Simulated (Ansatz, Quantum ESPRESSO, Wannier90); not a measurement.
# Ballistic channels from Wannier functions: zigzag Sb chain, bond 2.75 Å, width 0.8 Å, part 5 of 5

How many channels does the wire offer, and does a small Wannier basis get them right? The wire: zigzag Sb chain, bond 2.75 Å, width 0.8 Å.

Quantum ESPRESSO 7.5 and Wannier90 3.1.0; plane-wave DFT, LDA, GBRV ultrasoft pseudopotentials; cross-check by Ansatz 0.2.0 with PAW datasets.

So far. Step 2 (SCF with pw.x): The run needed 13 iterations to bring the estimated error under 1e-07 Ry; the largest force on any atom, held or free, is 0.09 eV/Å. Step 6 (Localisation, bands and conductance): Bands and channels are those of the Wannier model: bands that were not projected, and all outside the frozen window, are missing or only approximate.

### Step 10. The same in Ansatz

A second code with its own PAW datasets, on the same atoms.

Level of this step: plane-wave DFT, LDA, Ansatz PAW (Ansatz 0.2.0).

Contents of input.yaml:

```yaml
crystal:
  lattice:
    - [9.0, 0.0, 0.0]
    - [0.0, 8.0, 0.0]
    - [0.0, 0.0, 5.2621288468]
  atoms:
    - { symbol: Sb, position: [-0.0444444444, 0.0, 0.0] }
    - { symbol: Sb, position: [0.0444444444, 0.0, 0.5] }
kpoints:
  mp_grid: { grid: [1, 1, 12] }
hamiltonian:
  xc: lda
scf:
  occupations: { method: fermi_dirac, width: 0.05 }
  convergence: { dr2_threshold: 1.0e-08 }
output:
  transmission:
    leads: [[0, 0]]
    e_range: [-4.0, 2.0]
    de: 0.05
    kmesh: [1, 1]
    reduced_basis: true
```

Started as:

```
ansatz run input.yaml --threads 2 --pin off --max-ram 4096MiB --backend cpu --events-out ev --progress --plain --runs-dir out
```

Numbers of over 12 decimals in the logs are rounded to 6 here.

The program printed:

```text
Engine: ansatz 0.2.0, aarch64-unknown-linux-gnu
Pseudopotentials: kind: paw
Pseudopotential: Sb, paw, valence charge 15, recommended cutoff 420 eV (normal), Sb.paw.azcp
Functional definition: SPW92
  exchange = slater_x
  correlation = pw_c
Crystal: 2 atoms, lattice volume = 378.873 Å³
Basis set: ecut = 420 eV, 7369 PW (Γ)
Bands: 19, of which v1, the nominal top of the filled ones, is band 15 counted from 1 (14 counted from 0)
Symmetry: 8 space group operations
Space group: Pmma (ITA 51), of the structure as read, at distance tolerance 7.2e-5 Å
k-points: 7 of 12
Non-local potential: Sb, projectors of the file, l = 0: 2, l = 1: 2, l = 2: 2, l = 3: 2
PAW form: soft (Blöchl's): semilocal exchange-correlation on the pseudo side does not see the compensation charge
PAW frozen core: Sb, regenerated for the run's functional, and the local potential with it (the file was generated under x = pbe(κ = 0.804, μ = 0.219515), c = pbe(β = 0.066725))
PAW one-centre angular grid: Sb, 590 points (default); XC on 64 Gauss nodes
Initial density: superposition of atomic densities (neutral atoms: chi_scale 0, normalization atom), corrected by the library's trained network
Initial wavefunctions: pseudopotential atomic-orbital guess
Functional: x = slater, c = lda
SCF iter   1: F=—  HF=-12668.756038 eV  |F-HF|=—  |Δ(HF+E_count)|=         —  Δρ=3.04e-3  dr2=2.65e-2  ethr=1.77e-3  ⟨swp⟩=7.9  Hψ=763  notcnv=0
preconditioner: auto → LDOS  [insulator: Δε(μ)=0.205 eV  Ē_g=7.072 eV  σ=0.050 eV  W_gap=0.58  n_scr=38 (ndim 8)  ℏωp=6.0 eV  f_vac=0.693  D(μ)=2.54/eV (n_scr^D=8)  ε∞_Penn≈1.7  β→1.0]
SCF iter   2: F=—  HF=-12668.753091 eV  |F-HF|=—  |Δ(HF+E_count)|=   2.95e-3  Δρ=1.40e-3  dr2=7.87e-3  ethr=8.83e-5  ⟨swp⟩=3.7  Hψ=344  notcnv=0
SCF iter   3: F=—  HF=-12668.750212 eV  |F-HF|=—  |Δ(HF+E_count)|=   2.88e-3  Δρ=3.26e-4  dr2=3.44e-4  ethr=2.62e-5  ⟨swp⟩=2.0  Hψ=265  notcnv=0
SCF iter   4: F=—  HF=-12668.750254 eV  |F-HF|=—  |Δ(HF+E_count)|=   4.27e-5  Δρ=1.08e-4  dr2=4.44e-5  ethr=1.15e-6  ⟨swp⟩=2.0  Hψ=258  notcnv=0
SCF iter   5: F=—  HF=-12668.750246 eV  |F-HF|=—  |Δ(HF+E_count)|=   8.45e-6  Δρ=2.60e-5  dr2=2.63e-6  ethr=1.48e-7  ⟨swp⟩=2.0  Hψ=237  notcnv=0
SCF iter   6: F=—  HF=-12668.750286 eV  |F-HF|=—  |Δ(HF+E_count)|=   4.00e-5  Δρ=5.53e-6  dr2=1.62e-7  ethr=8.78e-9  ⟨swp⟩=2.0  Hψ=240  notcnv=0
SCF iter   7: F=—  HF=-12668.750286 eV  |F-HF|=—  |Δ(HF+E_count)|=   5.32e-8  Δρ=1.19e-6  dr2=1.21e-8  ethr=5.38e-10  ⟨swp⟩=2.0  Hψ=152  notcnv=0
SCF iter   8: F=-12668.750286 eV  HF=-12668.750286 eV  |F-HF|=3.64e-11  |Δ(HF+E_count)|=  9.84e-10  Δρ=2.99e-7  dr2=4.23e-10  ethr=3.33e-11  ⟨swp⟩=5.4  Hψ=387  notcnv=0
SCF 1 converged in 8 iterations: F = -12668.750286 eV  dr2 = 4.23e-10
  greatest PAW one-centre occupation: 0.998 electrons in one spin orbital (limit 2), on the Sb atom at site 1 (counted from 0), in its partial waves of l = 2
transmission: 7 of 42 steps passed
transmission: 14 of 42 steps passed
[...]
transmission: 42 of 42 steps passed
SCF converged after 8 iterations
Free energy (F): -12668.750286 eV
Harris-Foulkes:  -12668.750286 eV  (|F-HF|=3.64e-11)
Internal energy: -12668.729094 eV  (E = F + TS)
E sigma→0 (E₀):  -12668.739690 eV
Entropy (-TS):   -0.021192 eV (-10.596 meV/atom)
Fermi energy:    -2.698152 eV
--- Per-component energies (eV) ---
  E_band       = -697.899842
  E_kinetic    = 413.512208
  E_local      = -7285.545180  (includes V_loc(G=0)·N_el)
  E_nonlocal   = 731.958610
  E_hartree    = 3310.473501
  E_xc         = -272.025055
  E_vxc        = -189.774610  (∫ρ·V_xc dr)
  E_paw        = -8852.282352  (= ΣΔE_a)
  E_vpaw       = -988.996752  (= ΣTr[D̂ρ^β])
  E_aug_tail   = -0.000004  (compensation charges beyond the density's cutoff)
  E_ewald      = -715.938468
  E_core_change = 1.117647  (= ΣΔE_core)
  E_smearing   = -0.021192  (= −TS)
  E_closure    = -0.000000  (closes the sum)
  Σ components = -12668.750286   (vs F -12668.750286, Δ=0.00e0)
--- Band table (eV; the first three rows and the last of 7) ---
  k-point 0: bands = [... 11 lower, -8.6960, -6.4059, -4.3972, -3.8951, -1.5307, -0.8670, 1.0006, 2.1397]
  k-point 1: bands = [... 11 lower, -8.9588, -6.1563, -4.3590, -3.7646, -1.6469, -0.9831, 0.9858, 2.0046]
  k-point 2: bands = [... 11 lower, -9.5224, -5.6558, -4.2452, -3.3514, -1.9619, -1.2935, 0.9980, 2.0098]
  k-point 6: bands = [... 11 lower, -11.8040, -3.8482, -3.8482, -3.0872, -3.0872, 0.6194, 0.6194, 2.0382]
--- Transmission ---
  basis      : 629 plane waves across, 7 finite elements along
  points     : 1, standing for a mesh of 1 x 1
  energies   : 121 from -4.000000 to 2.000000 eV about the Fermi level, 0.050000 eV apart; the leads are filled to 0.000000 eV, and channels, transmission and decay are at 0.000000 eV
  crystal 0  : Sb2, at the sites [0, 0], period 5.2621 Å: whole cells are its period
    offset         : up to 0.0000 Å between an atom of the period and one for which it stands
    channels       : 3.000000e0 a spin
    conductance    : none, the energies end too early or step too widely for 300 K: set another output.transmission.e_range or a lower de, or, where they end at an eighth of basis.ecutwfc, a higher one
```

Elapsed: 29 s, on 2 threads of Arm Neoverse V2, shared host; peak memory 0.56 GiB; 57 s of CPU time.

Read from the output:

- free energy: -12668.7503 eV
- energy at zero smearing: -12668.7397 eV
- smearing term TS: 0.02119 eV
- Fermi energy: -2.698 eV
- symmetry operations: 8
- lead channels at the Fermi level, one spin: 3

Per spin. Table of open channels by energy, zero at the Fermi level:

```
energy (eV)  open channels
     -4.000              0
     -3.500              1
     -3.000              1
     -2.500              1
     -2.000              1
     -1.500              2
     -1.000              3
     -0.500              3
      0.000              3
      0.500              3
      1.000              3
      1.500              2
      2.000              1
```

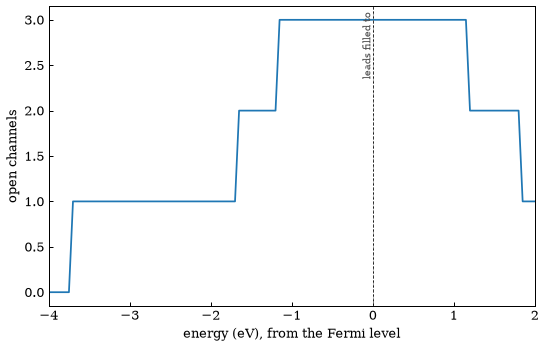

Open channels against energy.

### Step 11. By hand

3 channels × 77.48 µS = 232 µS, a two-terminal resistance of 12.906/3 = 4.30 kΩ whatever the wire's length, as long as nothing scatters.

### Step 12. What came out

- open channels at the Fermi level, per spin: 3
- total spread: 15.4 Å²
- gauge-invariant spread: 13.0 Å²
- largest band misfit in the frozen window: 0.0138 eV
- channels at the Fermi level by Ansatz: 3

**Reading.** The wire offers 3 channels per spin at the Fermi level. Between -4 and 1.5 eV the channel count from Wannier functions equals that from Ansatz's layer matching at 96 % of the energies; outside the frozen window the Wannier bands are not held to the plane-wave ones. Each plane-wave level in the frozen window has a Wannier level within 0.02 eV; this test doesn't see extra bands that a model may add. The wire is perfect, so the conductance only counts bands: each channel, with its partner of the other spin, carries G₀ = 2e²/h. It was run without spin polarisation, which was not tested. Spin-orbit coupling is left out; depending on the atoms that carry the levels of interest, it can split and shift them by tens to hundreds of meV.

[Logs are printed without paths, hosts, clocks, repeated set-up lines and the standing remarks that a program may print on its own settings, such as how far it seeks lower states.]

[Hosts, paths, dates, database ids (printed as entryN), source tags and the programs' standing remarks are cut or masked in the printed files.]

[Maps of the electrostatic potential energy from Ansatz leave out the sawtooth potential of an applied field or a dipole correction, so their vacuum need not be flat; planar profiles and work functions include it.]
